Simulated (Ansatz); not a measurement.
# InH3F− ([InFH3]-): levels of theory compared

Wanted: a comparison of 6 runs (CAM-B3LYP/STO-3G, UB3LYP/STO-3G, UPBE0/STO-3G, UMP2/STO-3G, BCCD(T)/STO-3G, FCI/STO-3G) of InH3F− ([InFH3]-). 

The results are computed with Ansatz 0.2.0.

4 further runs of the same task are left out: 4 that didn't finish.

**1. The molecule**

The species is InH3F− (5 atoms), meant as a singlet with charge -1. SMILES: `[H][In-]([H])([H])[F]`. The H5–In1 distance was set to 4.265 Å, away from the relaxed value. At this shape a bond of the SMILES string is far longer than usual.

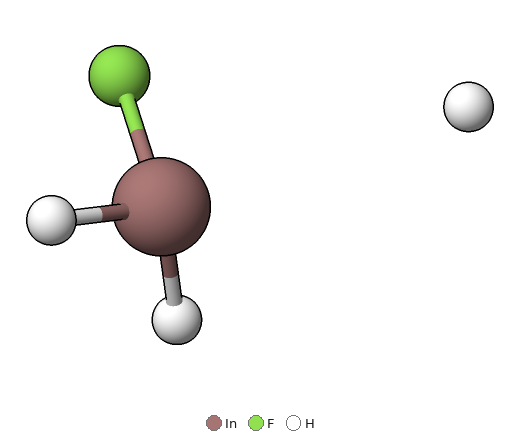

The structure, seen from a chosen angle (indium brown, fluorine green, hydrogen white).

**2. The energy at CAM-B3LYP/STO-3G (run 1)**

File input.yaml:

```yaml
crystal:
  periodic: [false, false, false]
  atoms:
    - symbol: In
      position_ang: [1.238627, 2.136114, 0.550605]
    - symbol: F
      position_ang: [1.246437, 2.113724, 2.568505]
    - symbol: H
      position_ang: [2.880747, 2.142654, 0.091775]
    - symbol: H
      position_ang: [0.404657, 3.558334, 0.119995]
    - symbol: H
      position_ang: [-0.822880, -1.418880, -0.591010]
basis:
  gaussian:
    orbitals: STO-3G
total_charge: -1
hamiltonian:
  xc: {name: CAM-B3LYP}
accuracy: high
```

Started as:

```sh
$ ansatz run input.yaml --threads 1 --pin off --max-ram 2610MiB --events-out events.jsonl --progress --plain --runs-dir runs
```

Standard output:

```text
Warning: RAYON_NUM_THREADS=1 ignored (pool sized by the plan → 1); use --threads N
Functional definition: CAM-B3LYP
  name "CAM-B3LYP"
  parameter alpha = 0.19
  parameter beta = 0.46
  parameter omega = 0.33/bohr
  parameter ac = 0.81
  exchange = (1 - alpha - beta)*b88_x + beta*b88_x_sr(omega) + alpha*exact_x + beta*exact_x_lr(omega)
  correlation = (1 - ac)*vwn5_c + ac*lyp_c
636 factors; integrals over basis functions are off by at most 4.0e-9 eV
152 factors; integrals over basis functions are off by at most 7.3e-10 eV
mean field evaluation 1: about -157398.6988 eV, gradient 6.1e1 eV
mean field evaluation 2: about -157389.2606 eV, gradient 2.7e1 eV
mean field evaluation 4: about -157411.2759 eV, gradient 7.9e0 eV
mean field evaluation 8: about -157412.8091 eV, gradient 7.0e0 eV
mean field evaluation 16: about -157413.5747 eV, gradient 8.8e-5 eV
mean field -157413.57472825 eV, -5784.8421725099 hartree, gradient 2.3e-8 eV, S^2 0.000000; 0 other end points of the search recorded, 0 dependent functions left out
reference -157413.57474393 eV, -5784.8421730863 hartree; 31, 31 occupied and 4, 4 virtual orbitals, 636 factors
Total energy: -157413.57474393 eV, -5784.8421730863 hartree
```

Wall time 2.5 s (1 thread of Arm Neoverse V2, shared host); peak memory 0.12 GiB.

**3. The energy at UB3LYP/STO-3G (run 2)**

File molecule.yaml:

```yaml
crystal:
  periodic: [false, false, false]
  atoms:
    - {symbol: In, position_ang: [1.238627, 2.136114, 0.550605]}
    - {symbol: F, position_ang: [1.246437, 2.113724, 2.568505]}
    - {symbol: H, position_ang: [2.880747, 2.142654, 0.091775]}
    - {symbol: H, position_ang: [0.404657, 3.558334, 0.119995]}
    - {symbol: H, position_ang: [-0.822880, -1.418880, -0.591010]}
basis:
  gaussian:
    orbitals: STO-3G
total_charge: -1
magnetization:
  spin_polarized: true
hamiltonian:
  xc: {name: B3LYP}
accuracy: high
```

Started as:

```sh
$ ansatz run molecule.yaml --threads 1 --pin off --max-ram 2610MiB --events-out events.jsonl --progress --plain --runs-dir runs
```

Standard output:

```text
Warning: RAYON_NUM_THREADS=1 ignored (pool sized by the plan → 1); use --threads N
Functional definition: B3LYP
  name "B3LYP"
  parameter a0 = 0.2
  parameter ax = 0.72
[... 1 set-up line as earlier in the session ...]
  exchange = (1 - a0 - ax)*slater_x + ax*b88_x + a0*exact_x
  correlation = (1 - ac)*vwn_rpa_c + ac*lyp_c
636 factors; integrals over basis functions are off by at most 4.0e-9 eV
mean field evaluation 1: about -157370.5171 eV, gradient 6.9e1 eV
mean field evaluation 2: about -157373.0707 eV, gradient 2.1e1 eV
mean field evaluation 4: about -157346.5361 eV, gradient 8.1e1 eV
mean field evaluation 8: about -157384.3827 eV, gradient 2.9e1 eV
mean field evaluation 16: about -157410.7147 eV, gradient 4.0e0 eV
mean field evaluation 32: about -157411.2503 eV, gradient 6.7e-1 eV
mean field -157411.22806642 eV, -5784.7559342782 hartree, gradient 4.2e-8 eV, S^2 0.703292; 2 other end points of the search recorded, 0 dependent functions left out
reference -157411.22809801 eV, -5784.7559354393 hartree; 31, 31 occupied and 4, 4 virtual orbitals, 636 factors
Total energy: -157411.22809801 eV, -5784.7559354393 hartree
```

Wall time 5.1 s (1 thread of Arm Neoverse V2, shared host); peak memory 0.17 GiB.

**4. A single-point energy at UPBE0/STO-3G (run 3)**

File job.yaml:

```yaml
crystal:
  periodic: [false, false, false]
  atoms:
    - symbol: In
      position_ang: [1.238627, 2.136114, 0.550605]
    - symbol: F
      position_ang: [1.246437, 2.113724, 2.568505]
    - symbol: H
      position_ang: [2.880747, 2.142654, 0.091775]
    - symbol: H
      position_ang: [0.404657, 3.558334, 0.119995]
    - symbol: H
      position_ang: [-0.822880, -1.418880, -0.591010]
basis:
  gaussian:
    orbitals: STO-3G
total_charge: -1
magnetization:
  spin_polarized: true
  initial_magnetization: 0
hamiltonian:
  xc: pbe0
accuracy: high
```

Started as:

```sh
$ ansatz run job.yaml --threads 1 --pin off --max-ram 2610MiB --events-out events.jsonl --progress --plain --runs-dir runs
```

Standard output:

```text
Warning: RAYON_NUM_THREADS=1 ignored (pool sized by the plan → 1); use --threads N
Functional definition: PBE0
  name "PBE0"
  parameter a = 0.25
  parameter kappa = 0.804
  parameter beta = 0.06672455060314922
  exchange = (1 - a)*pbe_x(kappa = kappa, mu = beta*pi^2/3) + a*exact_x
  correlation = pbe_c(beta = beta)
636 factors; integrals over basis functions are off by at most 4.0e-9 eV
mean field evaluation 1: about -157366.3257 eV, gradient 6.4e1 eV
mean field evaluation 2: about -157365.4734 eV, gradient 2.1e1 eV
mean field evaluation 4: about -157349.6734 eV, gradient 7.1e1 eV
mean field evaluation 8: about -157400.4930 eV, gradient 5.2e-2 eV
mean field evaluation 16: about -157401.3607 eV, gradient 5.2e-2 eV
mean field evaluation 32: about -157401.3452 eV, gradient 1.3e0 eV
mean field -157401.36084257 eV, -5784.3933204901 hartree, gradient 3.0e-8 eV, S^2 0.762881; 2 other end points of the search recorded, 0 dependent functions left out
reference -157401.36084420 eV, -5784.3933205501 hartree; 31, 31 occupied and 4, 4 virtual orbitals, 636 factors
Total energy: -157401.36084420 eV, -5784.3933205501 hartree
```

It took 4.8 s on 1 thread of Arm Neoverse V2, shared host; peak memory 0.17 GiB.

Runs 4 to 5 aren't shown in full; the table further down has their settings and results.

**5. A single-point energy at FCI/STO-3G (run 6)**

File run.yaml:

```yaml
crystal:
  periodic: [false, false, false]
  atoms:
    - {symbol: In, position_ang: [1.238627, 2.136114, 0.550605]}
    - {symbol: F, position_ang: [1.246437, 2.113724, 2.568505]}
    - {symbol: H, position_ang: [2.880747, 2.142654, 0.091775]}
    - {symbol: H, position_ang: [0.404657, 3.558334, 0.119995]}
    - {symbol: H, position_ang: [-0.822880, -1.418880, -0.591010]}
basis:
  gaussian:
    orbitals: STO-3G
total_charge: -1
magnetization:
  spin_polarized: false
  initial_magnetization: 0
correlation:
  method: fci
  frozen_orbitals: {F: 1, H: 0, In: 18}
accuracy: high
```

Started as:

```sh
$ ansatz run run.yaml --threads 1 --pin off --max-ram 2610MiB --events-out events.jsonl --progress --plain --runs-dir runs
```

Standard output (excerpt; [...] marks lines left out):

```text
Warning: RAYON_NUM_THREADS=1 ignored (pool sized by the plan → 1); use --threads N
Functional definition: HF
  name "HF"
[...]
636 factors; integrals over basis functions are off by at most 4.0e-9 eV
[...]
mean field -157342.68579434 eV, -5782.2370522391 hartree, gradient 9.0e-8 eV, S^2 0.000000; 0 other end points of the search recorded, 0 dependent functions left out; unrestricted orbitals would lower it
[...]
unrestricted determinant -157345.64525402 eV, -5782.3458103765 hartree, S^2 0.9981
19 core orbitals not correlated: weight in the atoms' cores, before any rotation towards them, 1.000 or more for the frozen orbitals, at most 0.000 for the correlated occupied ones
reference -157342.68579434 eV, -5782.2370522391 hartree; 12, 12 occupied and 4, 4 virtual orbitals, 636 factors
state -157347.24195614 eV, -5782.4044880970 hartree
Total energy: -157347.24195614 eV, -5782.4044880970 hartree
```

Run time: 12 s. Hardware: 1 thread of Arm Neoverse V2, shared host; peak memory 0.31 GiB.

**6. Overview of the runs**

| run | level | frozen core orbitals | energy (Eh) | wall time |
| --- | --- | --- | --- | --- |
| 1 | CAM-B3LYP/STO-3G | – | -5784.842173 | 2.5 s |
| 2 | UB3LYP/STO-3G | – | -5784.755935 | 5.1 s |
| 3 | UPBE0/STO-3G | – | -5784.393321 | 4.8 s |
| 4 | UMP2/STO-3G | 19 | -5782.385156 | 1 s |
| 5 | BCCD(T)/STO-3G | 19 | -5782.405319 | 0.68 s |
| 6 | FCI/STO-3G | 19 | -5782.404488 | 12 s |

**7. What came out**

| quantity | value |
| --- | --- |
| run 6: total energy | -5782.40449 Eh |
| run 6: correlation energy (19 core orbitals frozen) | -167.4 mEh |

What this shows: Against full CI in this basis: UMP2 +19.3 mEh; BCCD(T) -0.8 mEh. Totals of different functionals can't be ranked against each other. In run 5 the log says that unrestricted orbitals would lower the reference, so the values rest on an unstable closed-shell determinant (other closed-shell runs at this shape may share the fault). In runs 1, 2, 3, 4, 5, 6 the basis is minimal, so the values are rough. In runs 1, 2, 3, 4, 5, 6 relativity is left out where basis or elements ask for it. Spin contamination of the reference: run 4 ⟨S²⟩ = 1.00, run 3 ⟨S²⟩ = 0.76, run 2 ⟨S²⟩ = 0.70. Where it is this large, the reference is a mixture of spin states, and values that rest on it are in doubt. All runs together took 26 s, the longest 12 s.
